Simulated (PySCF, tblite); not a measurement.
# C₄H₈O: changes of charge, electronic excitations, EPR parameters

Wanted: changes of charge, electronic excitations, EPR parameters for C₄H₈O (`C=C(C)CO`).

Programs: tblite 0.8.0 and PySCF 2.14.0, with routines of our own; each step states its level. All values are computed. Atoms count from 0.

## 1. The starting structure

13 atoms, charge 0, multiplicity 1; geometry from: start built from the parent or by distance geometry.

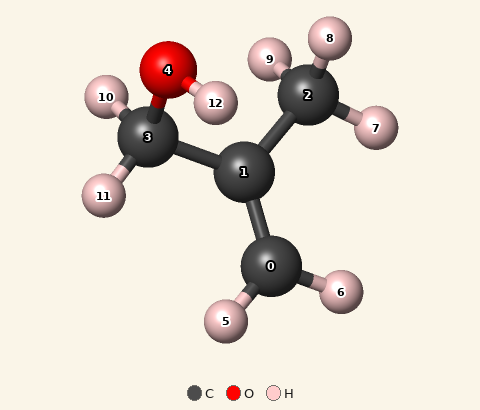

The starting geometry (carbon dark grey, oxygen red, hydrogen pink).

## 2. Optimising the geometry with GFN2-xTB

Job settings and geometry (Å):

```
{"job": {"kind": "relax", "xc": "GFN2-xTB", "basis": "xTB"}, "charge": 0, "multiplicity": 1}
C      0.037900     1.594100     0.280900
C     -0.134100     0.311900    -0.056000
C     -1.333400    -0.481400     0.355900
C      0.915300    -0.436000    -0.832600
O      1.458000    -1.479200     0.016600
H      0.894200     2.161300    -0.009400
H     -0.741100     2.142600     0.831600
H     -2.068700     0.156900     0.888000
H     -1.077900    -1.315500     1.008300
H     -1.852100    -0.876700    -0.534400
H      0.471200    -0.912400    -1.710600
H      1.730000     0.189800    -1.139300
H      1.692000    -1.054400     0.865500
```

The run is started by

```console
> OMP_NUM_THREADS=1 python redox_run.py task.json out
```

One launch serves the whole session: the jobs run in the order shown.

What it wrote:

```text
step      E/eV     max force
  0    -453.49402    1.441
  1    -453.54982    0.725
  2    -453.56069    0.464
  3    -453.56800    0.308
  4    -453.57591    0.188
  5    -453.57900    0.155
  6    -453.58131    0.153
  7    -453.58303    0.130
  8    -453.58452    0.121
  9    -453.58542    0.066
 10    -453.58598    0.069
 11    -453.58640    0.072
 12    -453.58682    0.061
 13    -453.58725    0.053
 14    -453.58772    0.054
 15    -453.58828    0.067
 16    -453.58889    0.076
 17    -453.58947    0.061
 18    -453.59000    0.057
 19    -453.59046    0.054
 20    -453.59085    0.066
 21    -453.59113    0.047
 22    -453.59131    0.038
 23    -453.59147    0.032
 24    -453.59163    0.040
 25    -453.59177    0.034
 26    -453.59186    0.030
 27    -453.59193    0.028
 28    -453.59202    0.039
 29    -453.59216    0.058
 30    -453.59235    0.062
 31    -453.59253    0.049
 32    -453.59265    0.031
 33    -453.59272    0.019
 34    -453.59277    0.018
 35    -453.59280    0.020
 36    -453.59284    0.023
 37    -453.59289    0.023
 38    -453.59295    0.024
 39    -453.59302    0.026
 40    -453.59311    0.026
 41    -453.59324    0.041
 42    -453.59342    0.050
 43    -453.59364    0.041
 44    -453.59384    0.034
 45    -453.59401    0.035
 46    -453.59417    0.037
 47    -453.59433    0.038
 48    -453.59443    0.025
 49    -453.59451    0.025
 50    -453.59457    0.026
 51    -453.59463    0.030
 52    -453.59469    0.024
 53    -453.59474    0.022
 54    -453.59479    0.026
 55    -453.59487    0.025
 56    -453.59492    0.022
 57    -453.59495    0.011
 58    -453.59496    0.006
```

Wall time 0.22 s (1 thread of AMD EPYC 9R14, shared host).

Along the way: (not every step is listed)

| step | energy from step 0 (eV) | largest force (eV/Å) |
| --- | --- | --- |
| 0 | 0.0000 | 1.4413 |
| 1 | -0.0558 | 0.7254 |
| 2 | -0.0667 | 0.4637 |
| 3 | -0.0740 | 0.3083 |
| 4 | -0.0819 | 0.1876 |
| 5 | -0.0850 | 0.1552 |
| 6 | -0.0873 | 0.1529 |
| 7 | -0.0890 | 0.1301 |
| 8 | -0.0905 | 0.1213 |
| 12 | -0.0928 | 0.0608 |
| 16 | -0.0949 | 0.0763 |
| 20 | -0.0968 | 0.0656 |
| 24 | -0.0976 | 0.0403 |
| 28 | -0.0980 | 0.0388 |
| 32 | -0.0986 | 0.0306 |
| 36 | -0.0988 | 0.0233 |
| 40 | -0.0991 | 0.0262 |
| 44 | -0.0998 | 0.0336 |
| 48 | -0.1004 | 0.0249 |
| 52 | -0.1007 | 0.0237 |
| 53 | -0.1007 | 0.0218 |
| 54 | -0.1008 | 0.0261 |
| 55 | -0.1009 | 0.0254 |
| 56 | -0.1009 | 0.0223 |
| 57 | -0.1009 | 0.0114 |
| 58 | -0.1009 | 0.0065 |

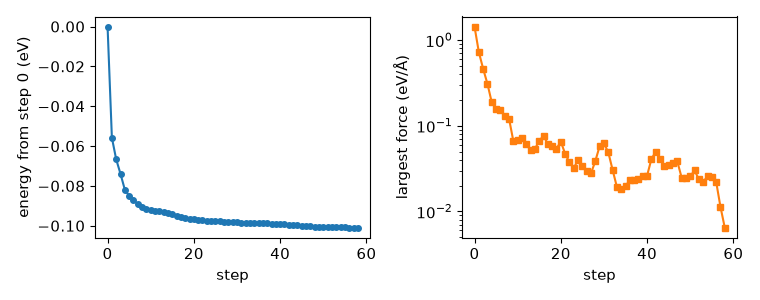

Energy and largest force along the relaxation.

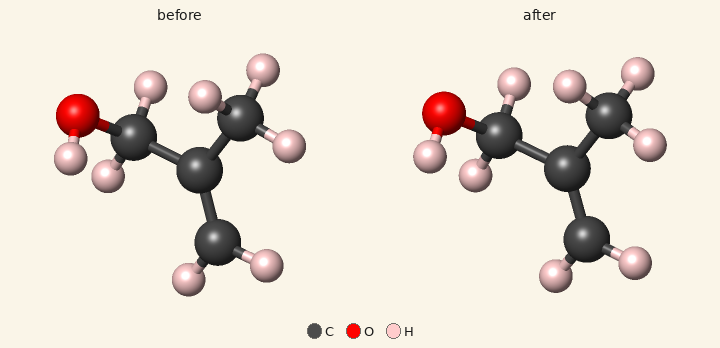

The geometry before (left) and after (right).

Close pairs (by a distance rule), those that changed most:

| bond | before (Å) | after (Å) | change (Å) |
| --- | --- | --- | --- |
| C3–O4 | 1.450 | 1.414 | -0.037 |
| C3–H11 | 1.072 | 1.099 | +0.027 |
| C0–H6 | 1.100 | 1.077 | -0.023 |
| C2–H7 | 1.110 | 1.086 | -0.023 |
| O4–H12 | 0.978 | 0.963 | -0.014 |
| C0–C1 | 1.337 | 1.323 | -0.014 |
| C2–H9 | 1.104 | 1.090 | -0.014 |
| C0–H5 | 1.067 | 1.077 | +0.010 |

The final coordinates are the input of the step that follows.

## 3. Harmonic vibrations with GFN2-xTB

Job settings and geometry (Å):

```
{"job": {"kind": "ir", "xc": "GFN2-xTB", "basis": "xTB"}, "charge": 0, "multiplicity": 1}
C     -0.001290     1.612972     0.242023
C     -0.154938     0.329949    -0.041373
C     -1.364772    -0.462724     0.342758
C      0.915831    -0.459044    -0.755959
O      1.452583    -1.487914     0.051930
H      0.880742     2.159663    -0.047843
H     -0.758623     2.174246     0.762901
H     -2.000712     0.091851     1.027133
H     -1.059128    -1.398437     0.808066
H     -1.940190    -0.711273    -0.548739
H      0.490056    -0.971491    -1.623531
H      1.714476     0.211732    -1.102173
H      1.817189    -1.088557     0.849352
```

What it wrote:

```text
mode    cm-1     km/mol
  1      65.2      3.18
  2     136.0      0.45
  3     233.9      0.20
  4     323.2    105.78
  5     406.1     37.83
  6     416.0     29.30
  7     554.8      7.40
  8     712.9      0.61
  9     856.3      8.33
 10     900.8     23.82
 11     931.9     15.87
 12     964.8      6.45
 13    1035.1     46.41
 14    1042.5      0.99
 15    1069.8     56.01
 16    1150.4     17.69
 17    1267.3      9.49
 18    1301.6     15.16
 19    1336.4     60.30
 20    1396.0      5.60
 21    1422.1      4.79
 22    1466.6      1.55
 23    1471.0      4.45
 24    1483.2      7.01
 25    1732.6     18.83
 26    2884.1     72.99
 27    2962.4     24.82
 28    3004.0     26.15
 29    3026.1     15.13
 30    3048.9     30.02
 31    3099.1     21.42
 32    3122.8     51.35
 33    3549.7      6.82
ZPE 289.338  H(298)-E 308.838  G(298)-E 212.177 kJ/mol  S 324.20 J/(mol K)
```

Wall time 0.24 s (1 thread of AMD EPYC 9R14, shared host).

The strongest bands and the atoms that carry them (share of the mass-weighted mode):

| cm⁻¹ | km/mol | atoms |
| --- | --- | --- |
| 323 | 105.8 | H12 59 % |
| 406 | 37.8 | C1 18 %, H12 14 %, C0 12 %, C3 11 % |
| 1035 | 46.4 | H7 25 %, C2 16 %, H9 12 %, H8 12 % |
| 1070 | 56.0 | C3 48 %, O4 33 % |
| 1336 | 60.3 | H10 42 %, H12 25 %, C3 17 % |
| 2884 | 73.0 | H11 93 % |
| 3049 | 30.0 | H7 93 % |
| 3123 | 51.4 | H6 56 %, H5 34 % |

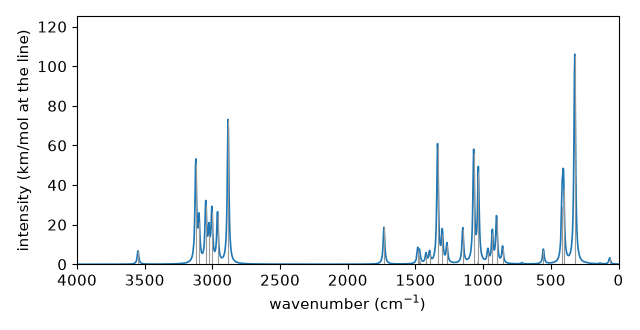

The infrared spectrum from these modes, unscaled. Lines are broadened to a width of 14 cm⁻¹ (Lorentzian).

## 4. Geometry optimisation at PBE0-D3(BJ)/def2-SVP

Settings changed since step 3:

```diff
@@ -1,2 +1,2 @@
-{"job": {"kind": "ir", "xc": "GFN2-xTB", "basis": "xTB"}, "charge": 0, "multiplicity": 1}
+{"job": {"xc": "PBE0", "basis": "def2-SVP", "d3": "d3bj", "grid": 1, "kind": "geom"}, "charge": 0, "multiplicity": 1}
 C     -0.001290     1.612972     0.242023
```

What it wrote:

```text
step   0  E = -231.99671384  max force = 0.018975
step   1  E = -231.99819181  max force = 0.003278
step   2  E = -231.99824472  max force = 0.000798
step   3  E = -231.99826327  max force = 0.000479
step   4  E = -231.99827147  max force = 0.000719
step   5  E = -231.99824550  max force = 0.001505
step   6  E = -231.99826802  max force = 0.001017
step   7  E = -231.99830722  max force = 0.000540
step   8  E = -231.99830705  max force = 0.000383
optimisation converged
```

Wall time 25 s (1 thread of AMD EPYC 9R14, shared host); peak memory 0.46 GiB.

The steps of the relaxation:

| step | energy from step 0 (eV) | largest force component (eV/Å) |
| --- | --- | --- |
| 0 | 0.0000 | 0.9757 |
| 1 | -0.0402 | 0.1686 |
| 2 | -0.0417 | 0.0410 |
| 3 | -0.0422 | 0.0246 |
| 4 | -0.0424 | 0.0370 |
| 5 | -0.0417 | 0.0774 |
| 6 | -0.0423 | 0.0523 |
| 7 | -0.0434 | 0.0278 |
| 8 | -0.0434 | 0.0197 |

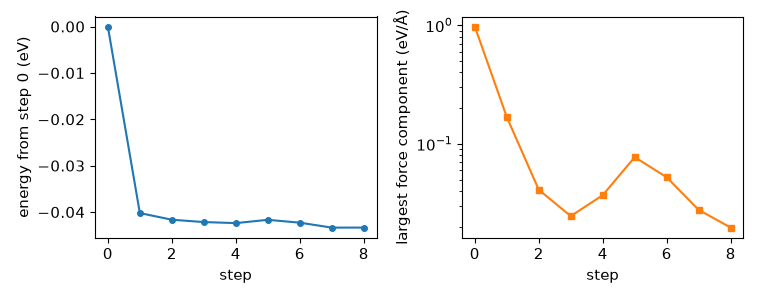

Energy and largest force along the relaxation.

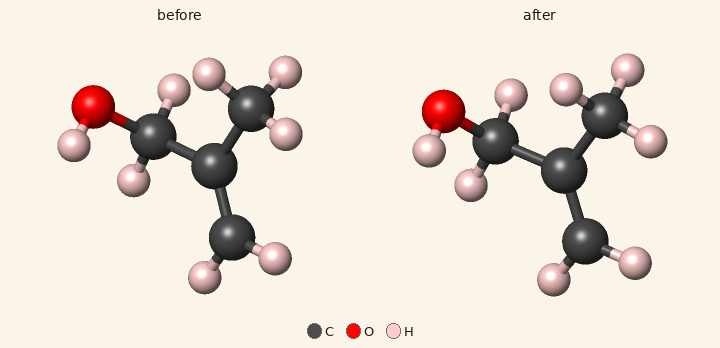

The geometry before (left) and after (right).

Distances of close pairs at the start and the end, largest changes first:

| bond | before (Å) | after (Å) | change (Å) |
| --- | --- | --- | --- |
| C0–H5 | 1.077 | 1.095 | +0.017 |
| C0–H6 | 1.077 | 1.094 | +0.017 |
| C0–C1 | 1.323 | 1.338 | +0.015 |
| C2–H9 | 1.090 | 1.104 | +0.014 |
| C2–H7 | 1.086 | 1.099 | +0.012 |
| C2–H8 | 1.089 | 1.101 | +0.012 |
| C3–H10 | 1.094 | 1.104 | +0.010 |
| C3–H11 | 1.099 | 1.108 | +0.009 |

The final coordinates are the input of the step that follows.

| at the end point | value |
| --- | --- |
| point group (found at 0.08 Å tolerance) | C1 |
| rotational constants (GHz, main isotopes) | 7.565, 3.970, 2.949 |
| dipole moment (D) | 1.15 |

## 5. Harmonic vibrations (C4H8O): PBE0-D3(BJ)/def2-SVP

Job settings and geometry (Å):

```
{"job": {"xc": "PBE0", "basis": "def2-SVP", "d3": "d3bj", "grid": 2, "kind": "hessian"}, "charge": 0, "multiplicity": 1}
C      0.012244     1.648805     0.010125
C     -0.135367     0.322981    -0.091826
C     -1.391828    -0.399204     0.284831
C      0.991985    -0.547494    -0.584327
O      1.349029    -1.544557     0.340681
H      0.951304     2.137509    -0.268940
H     -0.798805     2.292069     0.364890
H     -2.137173     0.272803     0.732366
H     -1.164141    -1.210192     0.994019
H     -1.842564    -0.879593    -0.600844
H      0.672267    -1.083054    -1.495038
H      1.855457     0.085045    -0.869189
H      1.631050    -1.099183     1.147183
```

What it wrote:

```text
coarse grid: 10392 points
cycle   1  E = -231.8813644894  dE =  4.100e-01  |g| = 6.108e-01  |ddm| = 3.502e+00
cycle   2  E = -231.8351708531  dE =  4.619e-02  |g| = 7.985e-01  |ddm| = 1.215e+00
cycle   3  E = -231.9571482872  dE = -1.220e-01  |g| = 7.448e-02  |ddm| = 7.261e-01
cycle   4  E = -231.9582635932  dE = -1.115e-03  |g| = 2.513e-02  |ddm| = 1.028e-01
cycle   5  E = -231.9584288669  dE = -1.653e-04  |g| = 4.036e-03  |ddm| = 3.174e-02
cycle   6  E = -231.9584321726  dE = -3.306e-06  |g| = 1.587e-03  |ddm| = 5.944e-03
final grid: 99016 points
cycle   7  E = -231.9982779105  dE = -2.011e-05  |g| = 8.711e-03  |ddm| = 2.429e-02
cycle   8  E = -231.9982623237  dE =  1.559e-05  |g| = 1.213e-02  |ddm| = 1.976e-02
cycle   9  E = -231.9982958661  dE = -3.354e-05  |g| = 1.432e-03  |ddm| = 1.164e-02
cycle  10  E = -231.9982963772  dE = -5.111e-07  |g| = 2.070e-04  |ddm| = 1.370e-03
cycle  11  E = -231.9982963853  dE = -8.055e-09  |g| = 1.151e-04  |ddm| = 3.077e-04
cycle  12  E = -231.9982963882  dE = -2.910e-09  |g| = 8.290e-06  |ddm| = 1.087e-04
cycle  13  E = -231.9982963882  dE = -1.432e-11  |g| = 3.132e-06  |ddm| = 1.481e-05
converged SCF energy = -231.9982963882

mode    cm-1
  1      98.9
  2     189.4
  3     259.3
  4     353.4
  5     417.5
  6     438.4
  7     575.6
  8     729.3
  9     850.6
 10     933.4
 11     949.2
 12     975.8
 13    1038.8
 14    1057.6
 15    1127.1
 16    1203.4
 17    1310.0
 18    1361.0
 19    1388.2
 20    1411.4
 21    1427.8
 22    1442.0
 23    1464.0
 24    1478.8
 25    1752.0
 26    3017.3
 27    3046.7
 28    3090.7
 29    3129.5
 30    3152.2
 31    3170.4
 32    3251.6
 33    3871.0
ZPE 298.841  H(298)-E 317.540  G(298)-E 222.612 kJ/mol  S 318.39 J/(mol K)
```

It took 1.9 min on 1 thread of AMD EPYC 9R14, shared host; peak memory 1.6 GiB.

Zero-point energy 298.84 kJ/mol (xTB gave 289.34).

## 6. Single point (C₄H₈O): wB97X-D3(BJ)/ma-def2-TZVP

Geometry: PBE0-D3(BJ)/def2-SVP.

Settings changed since step 5:

```diff
@@ -1,2 +1,2 @@
-{"job": {"xc": "PBE0", "basis": "def2-SVP", "d3": "d3bj", "grid": 2, "kind": "hessian"}, "charge": 0, "multiplicity": 1}
+{"job": {"kind": "sp", "xc": "wB97X", "basis": "ma-def2-TZVP", "d3": "d3bj", "grid": 2}, "charge": 0, "multiplicity": 1}
 C      0.012244     1.648805     0.010125
```

What it wrote:

```text
coarse grid: 10392 points
cycle   1  E = -232.5688000611  dE =  6.164e-01  |g| = 5.933e-01  |ddm| = 2.528e+00
cycle   2  E = -232.5766219163  dE = -7.822e-03  |g| = 6.150e-01  |ddm| = 1.371e+00
cycle   3  E = -232.6377397638  dE = -6.112e-02  |g| = 4.628e-02  |ddm| = 6.481e-01
cycle   4  E = -232.6382211843  dE = -4.814e-04  |g| = 1.611e-02  |ddm| = 7.643e-02
cycle   5  E = -232.6382898589  dE = -6.867e-05  |g| = 4.738e-03  |ddm| = 2.559e-02
cycle   6  E = -232.6382959679  dE = -6.109e-06  |g| = 7.170e-04  |ddm| = 7.650e-03
final grid: 99016 points
cycle   7  E = -232.6276180704  dE = -4.644e-05  |g| = 4.038e-03  |ddm| = 6.494e-02
cycle   8  E = -232.6276186984  dE = -6.280e-07  |g| = 3.776e-03  |ddm| = 8.896e-03
cycle   9  E = -232.6276210344  dE = -2.336e-06  |g| = 4.257e-04  |ddm| = 3.347e-03
cycle  10  E = -232.6276210666  dE = -3.215e-08  |g| = 1.673e-04  |ddm| = 7.837e-04
cycle  11  E = -232.6276210734  dE = -6.819e-09  |g| = 1.933e-05  |ddm| = 3.003e-04
converged SCF energy = -232.6276210734
```

Run time: 7.7 s. Hardware: 1 thread of AMD EPYC 9R14, shared host; peak memory 0.72 GiB.

## 7. Single point (C₄H₈O+ (doublet)): wB97X-D3(BJ)/ma-def2-TZVP

Geometry: PBE0-D3(BJ)/def2-SVP, that of another charge or spin state.

Settings changed since step 6:

```diff
@@ -1,2 +1,2 @@
-{"job": {"kind": "sp", "xc": "wB97X", "basis": "ma-def2-TZVP", "d3": "d3bj", "grid": 2}, "charge": 0, "multiplicity": 1}
+{"job": {"kind": "sp", "xc": "wB97X", "basis": "ma-def2-TZVP", "d3": "d3bj", "grid": 2}, "charge": 1, "multiplicity": 2}
 C      0.012244     1.648805     0.010125
```

What it wrote:

```text
final grid: 99016 points
cycle   1  E = -232.2514248008  dE = -2.914e-02  |g| = 2.013e-01  |ddm| = 5.473e-01
cycle   2  E = -232.2606133818  dE = -9.189e-03  |g| = 1.553e-01  |ddm| = 3.280e-01
cycle   3  E = -232.2718656795  dE = -1.125e-02  |g| = 2.413e-02  |ddm| = 1.462e-01
cycle   4  E = -232.2721239389  dE = -2.583e-04  |g| = 7.372e-03  |ddm| = 2.406e-02
cycle   5  E = -232.2722096606  dE = -8.572e-05  |g| = 3.571e-03  |ddm| = 1.454e-02
cycle   6  E = -232.2722338789  dE = -2.422e-05  |g| = 1.379e-03  |ddm| = 6.519e-03
cycle   7  E = -232.2722454904  dE = -1.161e-05  |g| = 7.778e-04  |ddm| = 6.124e-03
cycle   8  E = -232.2722502437  dE = -4.753e-06  |g| = 5.448e-04  |ddm| = 4.223e-03
cycle   9  E = -232.2722534881  dE = -3.244e-06  |g| = 3.835e-04  |ddm| = 3.836e-03
cycle  10  E = -232.2722558655  dE = -2.377e-06  |g| = 2.122e-04  |ddm| = 4.548e-03
cycle  11  E = -232.2722564703  dE = -6.048e-07  |g| = 1.043e-04  |ddm| = 2.487e-03
cycle  12  E = -232.2722565831  dE = -1.128e-07  |g| = 5.566e-05  |ddm| = 9.389e-04
cycle  13  E = -232.2722566084  dE = -2.531e-08  |g| = 3.163e-05  |ddm| = 3.655e-04
cycle  14  E = -232.2722566135  dE = -5.073e-09  |g| = 1.870e-05  |ddm| = 1.749e-04
converged SCF energy = -232.2722566135
```

It took 19 s on 1 thread of AMD EPYC 9R14, shared host; peak memory 0.81 GiB.

(Part 1 of 3 ends here.)
